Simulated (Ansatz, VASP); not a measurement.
# Al2O3 (Corundum): VASP beside Ansatz

One calculation is typed for both programs; each brings its own data sets and cutoff. How far apart do they land? The cell comes out of earlier VASP steps on this material, which relaxed, scaled or displaced it; both programs get it as it stands.

Method: plane waves, with VASP 6.6.1 beside it; relaxation of cell and atoms at LDA, in Ansatz 0.2.0.

### 1. The structure

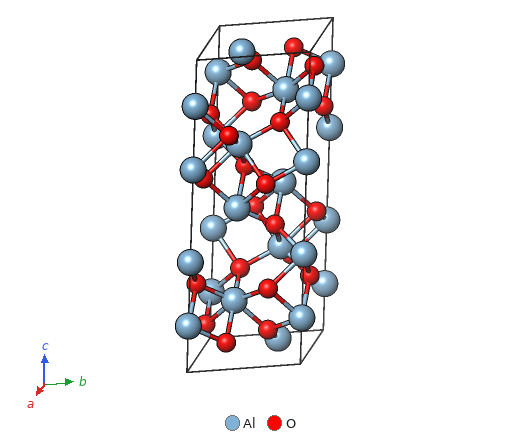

The starting structure, seen slightly off an axis (aluminium light blue, oxygen red). This picture shows the conventional cell, with its axes. Some periodic images of atoms are drawn too.

Structure file:

```cif
data_structure
_symmetry_space_group_name_H-M 'P 1'
_symmetry_Int_Tables_number 1
_cell_length_a 5.0959
_cell_length_b 5.0959
_cell_length_c 5.0959
_cell_angle_alpha 55.356
_cell_angle_beta 55.356
_cell_angle_gamma 55.356
_cell_volume 83.48
loop_
_atom_site_label
_atom_site_type_symbol
_atom_site_fract_x
_atom_site_fract_y
_atom_site_fract_z
_atom_site_occupancy
Al1 Al 0.85197 0.85197 0.85197 1
Al2 Al 0.64803 0.64803 0.64803 1
Al3 Al 0.14803 0.14803 0.14803 1
Al4 Al 0.35197 0.35197 0.35197 1
O5 O 0.05577 0.75000 0.44423 1
O6 O 0.75000 0.44423 0.05577 1
O7 O 0.44423 0.05577 0.75000 1
O8 O 0.94423 0.25000 0.55577 1
O9 O 0.25000 0.55577 0.94423 1
O10 O 0.55577 0.94423 0.25000 1
```

### 2. VASP: relaxation of cell and atoms, LDA

The relaxed volume is the usual yardstick between codes: its relative difference is about their pressure difference at one cell divided by the bulk modulus.

Lines of VASP's logs that name or quote its potential files are left out, and so is its time.

File INCAR:

```
SYSTEM = Al2O3
PREC = Accurate
ENCUT = 520
EDIFF = 1E-06
NELM = 100
ISMEAR = 0
SIGMA = 0.05
LREAL = .FALSE.
ALGO = Normal
GGA = CA
NBANDS = 34
LORBIT = 11
LWAVE = .FALSE.
LCHARG = .FALSE.
KPAR = 4
IBRION = 2
NSW = 60
ISIF = 3
EDIFFG = -0.01
```

File POSCAR:

```
Al2O3
1.0
    2.3670620061      1.3666238864      4.3008486417
   -2.3670620061      1.3666238864      4.3008486417
    0.0000000000     -2.7332477729      4.3008486417
Al O
4 6
Direct
    0.8519681835      0.8519681835      0.8519681835
    0.6480318165      0.6480318165      0.6480318165
    0.1480318165      0.1480318165      0.1480318165
    0.3519681835      0.3519681835      0.3519681835
    0.0557658886      0.7500000000      0.4442341114
    0.7500000000      0.4442341114      0.0557658886
    0.4442341114      0.0557658886      0.7500000000
    0.9442341114      0.2500000000      0.5557658886
    0.2500000000      0.5557658886      0.9442341114
    0.5557658886      0.9442341114      0.2500000000
```

File KPOINTS:

```
Automatic mesh
0
Gamma
6 6 6
0 0 0
```

PAW data sets: Al and O (LDA family, release 64).

On the command line:

```bash
> mpirun -np 4 vasp_std
```

Numbers of over 12 decimals in the logs are rounded to 6 here.

Log:

```text
[banner, memory and clock lines left out]
running    4 mpi-ranks, on    1 nodes
 distrk:  each k-point on    1 cores,    4 groups
 distr:  one band on    1 cores,    1 groups

 POSCAR found type information on POSCAR AlO
 POSCAR found :  2 types and      10 ions
 LDA part: xc-table for (Slater(with rela. corr.)+CA(PZ))
 , standard interpolation
 POSCAR, INCAR and KPOINTS ok, starting setup
 FFT: planning ... GRIDC
 FFT: planning ... GRID_SOFT
 FFT: planning ... GRID
 WAVECAR not read
 entering main loop
       N       E                     dE             d eps       ncg     rms          rms(c)
DAV:   1     0.219011602034E+03    0.21901E+03   -0.25632E+04  2176   0.135E+03
DAV:   2    -0.792902799301E+02   -0.29830E+03   -0.28784E+03  2768   0.292E+02
DAV:   3    -0.914841158607E+02   -0.12194E+02   -0.12150E+02  2806   0.605E+01
DAV:   4    -0.915735632502E+02   -0.89447E-01   -0.89389E-01  2728   0.597E+00
DAV:   5    -0.915744251215E+02   -0.86187E-03   -0.86160E-03  2726   0.583E-01    0.177E+01
DAV:   6    -0.832966394639E+02    0.82778E+01   -0.30163E+01  2664   0.292E+01    0.633E+00
DAV:   7    -0.831908014273E+02    0.10584E+00   -0.88204E-01  2670   0.465E+00    0.320E+00
DAV:   8    -0.831115228922E+02    0.79279E-01   -0.76383E-02  2696   0.207E+00    0.741E-01
DAV:   9    -0.831045449277E+02    0.69780E-02   -0.13443E-02  2800   0.612E-01    0.269E-01
DAV:  10    -0.831046068318E+02   -0.61904E-04   -0.47020E-04  2562   0.136E-01    0.642E-02
DAV:  11    -0.831045884725E+02    0.18359E-04   -0.12899E-04  2672   0.667E-02    0.261E-02
DAV:  12    -0.831045886107E+02   -0.13820E-06   -0.38660E-06  2660   0.133E-02
   1 F= -.83104589E+02 E0= -.83104589E+02  d E =-.831046E+02
 curvature:   0.00 expect dE= 0.000E+00 dE for cont linesearch  0.000E+00
 trial: gam= 0.00000 g(F)=  0.796E-05 g(S)=  0.131E-04 ort = 0.000E+00 (trialstep = 0.100E+01)
 search vector abs. value=  0.211E-04
 reached required accuracy - stopping structural energy minimisation
```

From OUTCAR (step 2):

```text
ion  position               nearest neighbor table
   1  0.852  0.852  0.852-   9 1.85   8 1.85  10 1.85   7 1.96   6 1.96   5 1.96   2 2.63   3 2.78
                             3 2.78   3 2.78   2 3.20   2 3.20   2 3.20
   2  0.648  0.648  0.648-   8 1.85   9 1.85  10 1.85   7 1.96   5 1.96   6 1.96   1 2.63   4 2.78
                             4 2.78   4 2.78   1 3.20   1 3.20   1 3.20
   3  0.148  0.148  0.148-   6 1.85   5 1.85   7 1.85  10 1.96   9 1.96   8 1.96   4 2.63   1 2.78
                             1 2.78   1 2.78   4 3.20   4 3.20   4 3.20
   4  0.352  0.352  0.352-   5 1.85   6 1.85   7 1.85  10 1.96   8 1.96   9 1.96   3 2.63   2 2.78
                             2 2.78   2 2.78   3 3.20   3 3.20   3 3.20
   5  0.056  0.750  0.444-   4 1.85   3 1.85   2 1.96   1 1.96
   6  0.750  0.444  0.056-   3 1.85   4 1.85   1 1.96   2 1.96
   7  0.444  0.056  0.750-   3 1.85   4 1.85   1 1.96   2 1.96
   8  0.944  0.250  0.556-   2 1.85   1 1.85   4 1.96   3 1.96
   9  0.250  0.556  0.944-   1 1.85   2 1.85   3 1.96   4 1.96
  10  0.556  0.944  0.250-   1 1.85   2 1.85   3 1.96   4 1.96

  LATTYP: Found a trigonal (rhomboedric) cell.
 ALAT       =     5.0958750403
 COS(alpha) =     0.5684692727

 Subroutine GETGRP returns: Found 12 space group operations
 (whereof  6 operations were pure point group operations)

The static configuration has the point symmetry S_6 .
 The point group associated with its full space group is D_3d.

 Found     32 irreducible k-points:

   k-points           NKPTS =     32   k-points in BZ     NKDIM =     32   number of bands    NBANDS=     34

   dimension x,y,z NGX =    40 NGY =   40 NGZ =   40
   dimension x,y,z NGXF=    80 NGYF=   80 NGZF=   80

   ENCUT  =  520.0 eV  38.22 Ry    6.18 a.u.   9.47  9.47  9.47*2*pi/ulx,y,z

   NELECT =      48.0000    total number of electrons

 k-points in reciprocal lattice and weights: Automatic mesh
   0.00000000  0.00000000  0.00000000       0.005
   0.16666667  0.00000000  0.00000000       0.028
   0.33333333  0.00000000  0.00000000       0.028
   0.50000000  0.00000000  0.00000000       0.014
   0.16666667  0.16666667 -0.00000000       0.028
   0.33333333  0.16666667  0.00000000       0.056
   0.50000000  0.16666667  0.00000000       0.056
  -0.33333333  0.16666667  0.00000000       0.056
  -0.16666667  0.16666667  0.00000000       0.028
[...]
-0.33333333  0.50000000  0.33333333       0.028
   0.50000000  0.50000000  0.50000000       0.005

 average (electrostatic) potential at core
       1 -69.4269       2 -69.4269       3 -69.4269       4 -69.4269       5 -68.0257
       6 -68.0257       7 -68.0257       8 -68.0257       9 -68.0257      10 -68.0257

 E-fermi :   6.3302

 k-point     1 :       0.0000    0.0000    0.0000
  band No.  band energies     occupation
    ...
     20       5.5123      2.00000
     21       5.5123      2.00000
     22       5.9914      2.00000
     23       5.9914      2.00000
     24       6.0325      2.00000
     25      12.4364      0.00000
     26      15.0986      0.00000
     27      16.7909      0.00000
     28      17.5560      0.00000
     29      17.5560      0.00000
    ...

 k-point     2 :       0.1667    0.0000    0.0000
  band No.  band energies     occupation
    ...
     20       5.1376      2.00000
     21       5.3148      2.00000
     22       5.6784      2.00000
     23       5.9496      2.00000
     24       5.9802      2.00000
     25      13.0520      0.00000
     26      15.6091      0.00000
     27      16.3643      0.00000
     28      17.1134      0.00000
     29      17.3006      0.00000
    ...

 k-point     3 :       0.3333    0.0000    0.0000
  band No.  band energies     occupation
    ...
     20       4.6453      2.00000
     21       5.1514      2.00000
     22       5.4672      2.00000
     23       5.7944      2.00000
     24       5.8395      2.00000
     25      14.3311      0.00000
     26      15.8372      0.00000
     27      16.1005      0.00000
     28      16.6003      0.00000
     29      16.8706      0.00000
    ...

  Total        0.0353441      0.0353441      0.0147635      0.0000000     -0.0000000     -0.0000000
  in kB        0.6783647      0.6783647      0.2833574      0.0000000     -0.0000000     -0.0000000
  external PRESSURE =       0.5466956 kB  Pullay stress =       0.0000000 kB

  energy-cutoff  :      520.00
  volume of cell :       83.48
      direct lattice vectors                 reciprocal lattice vectors
     2.367062006  1.366623886  4.300848642     0.211232320  0.121955037  0.077504084
    -2.367062006  1.366623886  4.300848642    -0.211232320  0.121955037  0.077504084
     0.000000000 -2.733247773  4.300848642     0.000000000 -0.243910074  0.077504084

 POSITION                                       TOTAL-FORCE (eV/Angst)
 -----------------------------------------------------------------------------------
      0.00000     -0.00000     10.99256         0.000000     -0.000000      0.006411
      0.00000     -0.00000      8.36126         0.000000      0.000000     -0.006411
      0.00000     -0.00000      1.90999         0.000000      0.000000     -0.006411
      0.00000     -0.00000      4.54129         0.000000     -0.000000      0.006411
     -1.64330     -0.11302      5.37606         0.000166      0.000288     -0.000000
      0.72377      1.47965      5.37606         0.000166     -0.000288     -0.000000
      0.91953     -1.36662      5.37606        -0.000332      0.000000     -0.000000
      1.64330      0.11302      7.52649        -0.000166     -0.000288     -0.000000
     -0.72377     -1.47965      7.52649        -0.000166      0.000288     -0.000000
     -0.91953      1.36662      7.52649         0.000332      0.000000      0.000000
 -----------------------------------------------------------------------------------
    total drift:                               -0.000000      0.000000      0.000000

  FREE ENERGIE OF THE ION-ELECTRON SYSTEM (eV)
  ---------------------------------------------------
  free  energy   TOTEN  =       -83.1045886107 eV

  energy  without entropy=      -83.1045886107  energy(sigma->0) =      -83.10458861

 reached required accuracy - stopping structural energy minimisation

 total charge
# of ion       s       p       d       tot
------------------------------------------
    1        0.321   0.425   0.000   0.746
    2        0.321   0.425   0.000   0.746
    3        0.321   0.425   0.000   0.746
    4        0.321   0.425   0.000   0.746
    5        1.537   3.637   0.000   5.173
    6        1.537   3.637   0.000   5.173
    7        1.537   3.637   0.000   5.173
    8        1.537   3.637   0.000   5.173
    9        1.537   3.637   0.000   5.173
   10        1.537   3.637   0.000   5.173
--------------------------------------------------
tot         10.504  23.519   0.000  34.023

[... 3 further parts left out ...]
```

(Part 1 of 2 ends here.)

[Lines on the potential files, build, host, timing and source positions are cut from VASP's logs without a mark.]

[Logs are printed without paths, hosts, clocks, repeated set-up lines and the standing remarks that a program may print on its own settings, such as how far it seeks lower states.]

[Hosts, paths, dates, database ids (printed as entryN), source tags and the programs' standing remarks are cut or masked in the printed files.]
